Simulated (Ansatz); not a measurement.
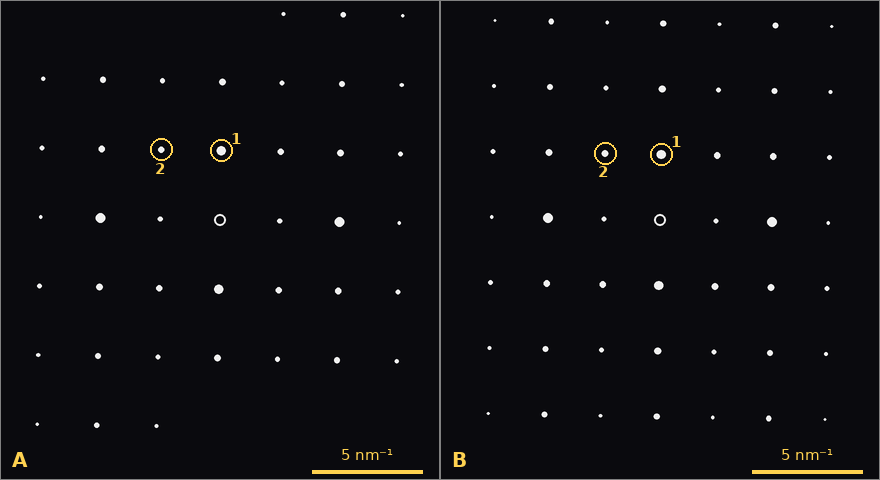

Kinematic electron diffraction patterns (120 kV, B = 0.5 Å², same scale) along [101] of the run's own cell, for the start and the end of one relaxation of RbTiF4 with DFT, PAW plane waves, r2scan in Ansatz 0.2.0. k mesh 8×8×5. The start is a generated model structure, and the relaxation ends in the nearest stationary point of its symmetry, not necessarily the ground state. Spot 1 is -1 0 1 and spot 2 is -1 -1 1 in both.

Start structure:

```
Rb Ti F
1.0
     3.68064    0.00000    0.00000
     0.00000    3.68064    0.00000
     0.00000    0.00000    6.34409
Rb Ti F
1 1 4
Direct
  0.50000 0.50000 0.50000
  0.00000 0.00000 0.00000
  0.50000 0.00000 0.00000
  0.00000 0.50000 0.00000
  0.00000 0.00000 0.27700
  0.00000 0.00000 0.72300
```

Which pattern belongs to the start structure, and which to the relaxed one?

Answer. A is the start: its cell gives d(1) = 3.184 Å, d(2) = 2.408 Å and an angle of 40.9°. B is the relaxed structure, with d(1) = 3.357 Å (+5.4 %), d(2) = 2.550 Å (+5.9 %) and 40.6°.

What did the relaxation do to the structure and the energy?

Answer. The volume changed by +16.3 % to 16.65 Å³ an atom; with the mean shift removed, the atoms moved by up to 0.12 Å relative to the cell (F most); the space group stayed P4/mmm (No. 123); the free energy fell by 230 meV an atom. Relaxed cell: a = 3.920 Å, b = 3.920 Å, c = 6.503 Å, α = 90.00°, β = 90.00°, γ = 90.00°.
